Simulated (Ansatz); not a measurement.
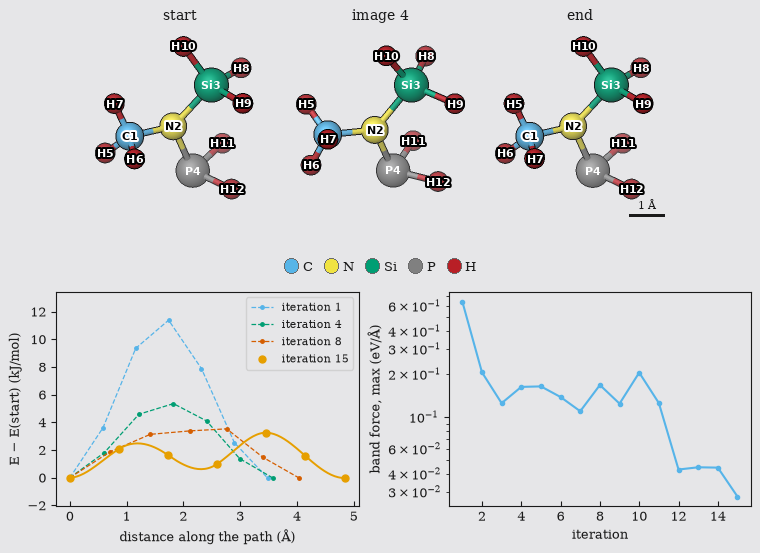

A search for the minimum-energy path of CH$_{8}$NPSi by the nudged elastic band. Images are numbered from 0 (start) to 6 (end). The plot follows the band through its iterations. The picture is a ball-and-stick view, seen at a tilt.

All numbers below come from Ansatz, RKS revPBE-D4/6-31G*. Set-up: 5 movable images; climbing image; force threshold 0.03 eV/Å; iteration limit 46; starting path by image-dependent pair potential.

Did the band converge, and can the barrier be trusted?

Answer. The run is converged, with reservations. The band converged in 15 iterations. The largest component of the band force went from 0.64 to 0.028 eV/Å. The climbing image converged on the top of the path. Its vibrational analysis gives one imaginary mode (128i cm⁻¹), as a transition state must have. The first iteration put the highest image at 11.39 kJ/mol. The two ends have the same energy, and the highest point, image 4, lies 3.26 kJ/mol above the start. The profile has 2 maxima (images 1, 4) with a dip at image 3 (+0.98 kJ/mol), so the process runs in steps.
